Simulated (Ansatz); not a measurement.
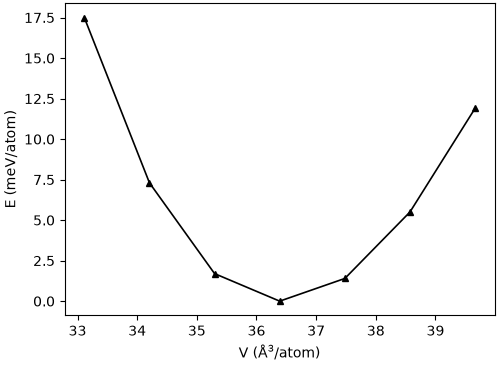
Figure. CsCl (CsCl type, Pm-3m) under volume change, HSE06 in the plane-wave PAW code Ansatz, scaled uniformly.

### Question
What does a third-order Birch–Murnaghan fit give for V₀, B₀ and B′?

### Answer
V₀ = 36.41 Å³/atom, B₀ = 15.5 GPa, B′ = 5.1.

The HSE06 relaxation kept the symmetry of its start. Scalar-relativistic: spin–orbit coupling is off unless named, which matters more the heavier the elements.

Potentials: the earlier of the program's two PAW sets. The files were generated under PBE; for other functionals the program regenerates the frozen cores, and for LDA and PBEsol the local potential too.
